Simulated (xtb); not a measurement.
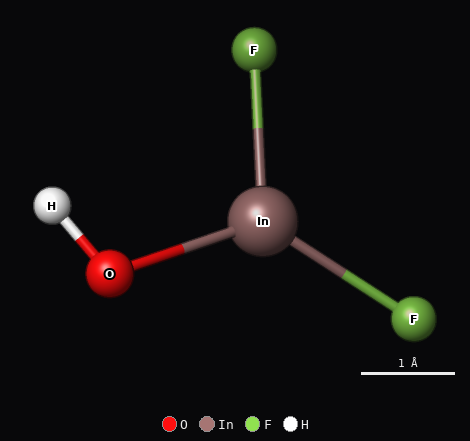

Figure 1. The input geometry (ball-and-stick view, seen at a tilt). Sticks mark near contacts. Bond lengths as drawn: F–In 1.95 to 1.96 Å, H–O 0.96 Å and In–O 1.93 Å.

**InHOF2: geometry relaxation (part 1 of 2)**

InHOF2, computed with GFN1-xTB (xtb 6.7.1).

The geometry comes from this level: GFN2-xTB.

### Output
```
* xtb version 6.7.1
   ID    Z sym.   atoms
    1    8 O      1
    2   49 In     2
    3    9 F      3, 4
    4    1 H      5

           -------------------------------------------------
          |                Calculation Setup                |
           -------------------------------------------------

          program call               : xtb input.xyz --gfn 1 --opt vtight
          coordinate file            : input.xyz
          omp threads                :                     1

           -------------------------------------------------
          |                 G F N 1 - x T B                 |
           -------------------------------------------------

      * Hamiltonian:
        H0-scaling (s, p, d)           1.850000    2.250000    2.000000
        zeta-weighting                 0.000000
      * Dispersion:
        s8                             2.400000
        a1                             0.630000
        a2                             5.000000
        s9                             0.000000
      * Repulsion:
        kExp                           1.500000
        rExp                           1.000000
      * Coulomb:
        alpha                          2.000000
        third order                    atomic
        anisotropic                    false
      * Halogen bond correction:
        rad-scale                      1.300000
        damping                        0.440000

          ...................................................
          :                      SETUP                      :
          :.................................................:
          :  # basis functions                  24          :
          :  # atomic orbitals                  23          :
          :  # shells                           11          :
          :  # electrons                        24          :
          :  # halogen bonds                     0          :
          :  max. iterations                   250          :
          :  Hamiltonian                  GFN1-xTB          :
          :  restarted?                      false          :
          :  GBSA solvation                  false          :
          :  PC potential                    false          :
          :  electronic temp.          300.0000000     K    :
          :  accuracy                    1.0000000          :
          :  -> integral cutoff          0.2500000E+02      :
          :  -> integral neglect         0.1000000E-07      :
          :  -> SCF convergence          0.1000000E-05 Eh   :
          :  -> wf. convergence          0.2000000E-04 e    :
          :  Broyden damping             0.4000000          :
          :  net charge                          0          :
          :  unpaired electrons                  0          :
          ...................................................

 iter      E             dE          RMSdq      gap      omega  full diag
   1    -17.0777132 -0.170777E+02  0.388E+00    4.15       0.0  T
   2    -17.0807543 -0.304112E-02  0.250E+00    4.08       1.0  T
   3    -17.0789384  0.181586E-02  0.493E-01    4.26       1.0  T
   4    -17.0811144 -0.217601E-02  0.651E-02    4.11       1.0  T
   5    -17.0811487 -0.342638E-04  0.272E-02    4.13       1.6  T
   6    -17.0811501 -0.137537E-05  0.517E-03    4.14       8.7  T
   7    -17.0811503 -0.246662E-06  0.412E-04    4.13     108.7  T
   8    -17.0811503 -0.130268E-08  0.177E-04    4.13     252.7  T
   9    -17.0811503 -0.126061E-09  0.112E-05    4.13    4008.8  T

   *** convergence criteria satisfied after 9 iterations ***

         #    Occupation            Energy/Eh            Energy/eV
      -------------------------------------------------------------
         1        2.0000           -0.8030454             -21.8520
       ...           ...                  ...                  ...
         6        2.0000           -0.5159475             -14.0396
         7        2.0000           -0.5107578             -13.8984
         8        2.0000           -0.4983803             -13.5616
         9        2.0000           -0.4958857             -13.4937
        10        2.0000           -0.4913534             -13.3704
        11        2.0000           -0.4900283             -13.3343
        12        2.0000           -0.4886586             -13.2971 (HOMO)
        13                         -0.3367492              -9.1634 (LUMO)
        14                         -0.1640172              -4.4631
        15                         -0.1585114              -4.3133
        16                         -0.1561453              -4.2489
        17                         -0.1514595              -4.1214
       ...                                ...                  ...
        23                          0.4912690              13.3681
      -------------------------------------------------------------
                  HL-Gap            0.1519094 Eh            4.1337 eV
             Fermi-level           -0.4127039 Eh          -11.2302 eV

 SCC (total)                   0 d,  0 h,  0 min,  0.003 sec
 SCC setup                      ...        0 min,  0.000 sec (  1.641%)
 Dispersion                     ...        0 min,  0.000 sec (  0.726%)
 classical contributions        ...        0 min,  0.000 sec (  0.281%)
 integral evaluation            ...        0 min,  0.001 sec ( 25.128%)
 iterations                     ...        0 min,  0.001 sec ( 34.000%)
 molecular gradient             ...        0 min,  0.001 sec ( 35.834%)
 printout                       ...        0 min,  0.000 sec (  2.191%)

         :::::::::::::::::::::::::::::::::::::::::::::::::::::
         ::                     SUMMARY                     ::
         :::::::::::::::::::::::::::::::::::::::::::::::::::::
         :: total energy             -17.052509054718 Eh    ::
         :: gradient norm              0.031803908098 Eh/a0 ::
         :: HOMO-LUMO gap              4.133666500388 eV    ::
         ::.................................................::
         :: SCC energy               -17.081150312834 Eh    ::
         :: -> electrostatic           0.087579016249 Eh    ::
         :: repulsion energy           0.029450432586 Eh    ::
         :: dispersion energy         -0.000809174470 Eh    ::
         :: halogen bond corr.         0.000000000000 Eh    ::
         :: add. restraining           0.000000000000 Eh    ::
         :: total charge              -0.000000000000 e     ::
         :::::::::::::::::::::::::::::::::::::::::::::::::::::

      -----------------------------------------------------------
     |                   =====================                   |
     |                        A N C O P T                        |
     |                   =====================                   |
     |               Approximate Normal Coordinate               |
     |                Rational Function Optimizer                |
      -----------------------------------------------------------
      -----------------------------------------------------------
     |                   =====================                   |
     |                        A N C O P T                        |
     |                   =====================                   |
     |               Approximate Normal Coordinate               |
     |                Rational Function Optimizer                |
      -----------------------------------------------------------

          ...................................................
          :                      SETUP                      :
          :.................................................:
          :   optimization level         verytight          :
          :   max. optcycles                   200          :
          :   ANC micro-cycles                  20          :
          :   degrees of freedom                 9          :
          :.................................................:
          :   RF solver                   davidson          :
          :   write xtbopt.log                true          :
          :   linear?                        false          :
          :   energy convergence         0.1000000E-06 Eh   :
          :   grad. convergence          0.2000000E-03 Eh/α :
          :   maxmium RF displ.          1.0000000          :
          :   Hlow (freq-cutoff)         0.1000000E-01      :
          :   Hmax (freq-cutoff)         5.0000000          :
          :   S6 in model hess.         20.0000000          :
          ...................................................

generating ANC from exact Hessian ...
Using Lindh-Hessian (1995)
 Shifting diagonal of input Hessian by    6.6863167317879864E-003
 Lowest  eigenvalues of input Hessian
    0.000000    0.000000    0.000000    0.000000    0.000000    0.000000
    0.010000    0.013127    0.016621    0.021428    0.066300    0.251139
    0.570588    0.621730    1.273286
 Highest eigenvalues
    0.021428    0.066300    0.251139    0.570588    0.621730    1.273286

........................................................................
.............................. CYCLE    1 ..............................
........................................................................

 iter      E             dE          RMSdq      gap      omega  full diag
   1    -17.0811503 -0.170812E+02  0.423E-08    4.13       0.0  T
   2    -17.0811503  0.355271E-14  0.208E-08    4.13  100000.0  T
   3    -17.0811503 -0.106581E-13  0.863E-09    4.13  100000.0  T
     SCC iter.                  ...        0 min,  0.000 sec
     gradient                   ...        0 min,  0.001 sec
 * total energy  :   -17.0525091 Eh     change       -0.8455459E-12 Eh
   gradient norm :     0.0318038 Eh/α   predicted     0.0000000E+00 (-100.00%)
   displ. norm   :     0.1100605 α      lambda       -0.2714869E-02
   maximum displ.:     0.0768671 α      in ANC's #6, #3, #5, ...

........................................................................
.............................. CYCLE    2 ..............................
........................................................................

 iter      E             dE          RMSdq      gap      omega  full diag
   1    -17.0845007 -0.170845E+02  0.149E-01    4.42       0.0  T
   2    -17.0845873 -0.866748E-04  0.992E-02    4.47       1.0  T
   3    -17.0846082 -0.208564E-04  0.514E-02    4.45       1.0  T
   4    -17.0846085 -0.347194E-06  0.390E-03    4.45      11.5  T
   5    -17.0846086 -0.206723E-07  0.128E-03    4.45      35.0  T
   6    -17.0846086 -0.334612E-08  0.417E-04    4.45     107.2  T
   7    -17.0846086 -0.906528E-09  0.747E-06    4.45    5982.8  T
   8    -17.0846086 -0.383693E-12  0.104E-06    4.45   43091.6  T
     SCC iter.                  ...        0 min,  0.000 sec
     gradient                   ...        0 min,  0.001 sec
 * total energy  :   -17.0547002 Eh     change       -0.2191169E-02 Eh
   gradient norm :     0.0180846 Eh/α   predicted    -0.1373877E-02 ( -37.30%)
   displ. norm   :     0.1801617 α      lambda       -0.2494093E-02
   maximum displ.:     0.1261607 α      in ANC's #6, #3, #5, ...

........................................................................
.............................. CYCLE    3 ..............................
........................................................................

 iter      E             dE          RMSdq      gap      omega  full diag
   1    -17.0894747 -0.170895E+02  0.243E-01    4.93       0.0  T
   2    -17.0896468 -0.172161E-03  0.146E-01    4.99       1.0  T
   3    -17.0896706 -0.237729E-04  0.774E-02    4.97       1.0  T
   4    -17.0896732 -0.260722E-05  0.511E-03    4.97       8.8  T
   5    -17.0896733 -0.348086E-07  0.159E-03    4.97      28.2  T
   6    -17.0896733 -0.443924E-08  0.349E-04    4.97     128.3  T
   7    -17.0896733 -0.700311E-09  0.101E-05    4.97    4436.7  T
   8    -17.0896733 -0.582645E-12  0.241E-06    4.97   18554.7  T
     SCC iter.                  ...        0 min,  0.000 sec
     gradient                   ...        0 min,  0.001 sec
 * total energy  :   -17.0557080 Eh     change       -0.1007780E-02 Eh
   gradient norm :     0.0071875 Eh/α   predicted    -0.1287525E-02 (  27.76%)
   displ. norm   :     0.0372318 α      lambda       -0.1797196E-03
   maximum displ.:     0.0230887 α      in ANC's #6, #3, #5, ...

........................................................................
.............................. CYCLE    4 ..............................
........................................................................

 iter      E             dE          RMSdq      gap      omega  full diag
   1    -17.0888856 -0.170889E+02  0.487E-02    4.88       0.0  T
   2    -17.0888964 -0.107895E-04  0.310E-02    4.86       1.4  T
   3    -17.0888983 -0.193871E-05  0.163E-02    4.87       2.7  T
   4    -17.0888983 -0.191070E-07  0.110E-03    4.87      40.7  T
   5    -17.0888983 -0.921339E-09  0.368E-04    4.87     121.6  T
   6    -17.0888983 -0.247919E-09  0.554E-05    4.87     807.2  T
   7    -17.0888983 -0.245457E-10  0.580E-07    4.87   77167.7  T
     SCC iter.                  ...        0 min,  0.000 sec
     gradient                   ...        0 min,  0.001 sec
 * total energy  :   -17.0557966 Eh     change       -0.8859540E-04 Eh
   gradient norm :     0.0010927 Eh/α   predicted    -0.8998519E-04 (   1.57%)
   displ. norm   :     0.0420639 α      lambda       -0.1493498E-04
   maximum displ.:     0.0386666 α      in ANC's #3, #4, #6, ...

........................................................................
.............................. CYCLE    5 ..............................
........................................................................

 iter      E             dE          RMSdq      gap      omega  full diag
   1    -17.0891220 -0.170891E+02  0.105E-02    4.88       0.0  T
   2    -17.0891221 -0.859279E-07  0.557E-03    4.88       8.0  T
   3    -17.0891221  0.191564E-08  0.254E-03    4.88      17.6  T
   4    -17.0891221 -0.125091E-07  0.124E-04    4.88     361.8  T
   5    -17.0891221 -0.333955E-10  0.544E-05    4.88     821.3  T
     SCC iter.                  ...        0 min,  0.000 sec
     gradient                   ...        0 min,  0.001 sec
 * total energy  :   -17.0558119 Eh     change       -0.1528500E-04 Eh
   gradient norm :     0.0005266 Eh/α   predicted    -0.7471728E-05 ( -51.12%)
   displ. norm   :     0.0339260 α      lambda       -0.5335882E-05
   maximum displ.:     0.0331083 α      in ANC's #3, #5, #6, ...

........................................................................
.............................. CYCLE    6 ..............................
........................................................................

 iter      E             dE          RMSdq      gap      omega  full diag
   1    -17.0892059 -0.170892E+02  0.939E-03    4.88       0.0  T
   2    -17.0892064 -0.463484E-06  0.389E-03    4.89      11.5  T
   3    -17.0892065 -0.717793E-07  0.211E-03    4.89      21.2  T
   4    -17.0892065 -0.169573E-08  0.220E-04    4.89     203.5  T
   5    -17.0892065 -0.142951E-09  0.111E-04    4.89     402.8  T
   6    -17.0892065 -0.288445E-10  0.191E-05    4.89    2338.9  T
     SCC iter.                  ...        0 min,  0.000 sec
     gradient                   ...        0 min,  0.001 sec
 * total energy  :   -17.0558165 Eh     change       -0.4616537E-05 Eh
   gradient norm :     0.0002579 Eh/α   predicted    -0.2668666E-05 ( -42.19%)
   displ. norm   :     0.0081727 α      lambda       -0.4131342E-06
   maximum displ.:     0.0069929 α      in ANC's #3, #4, #5, ...
```
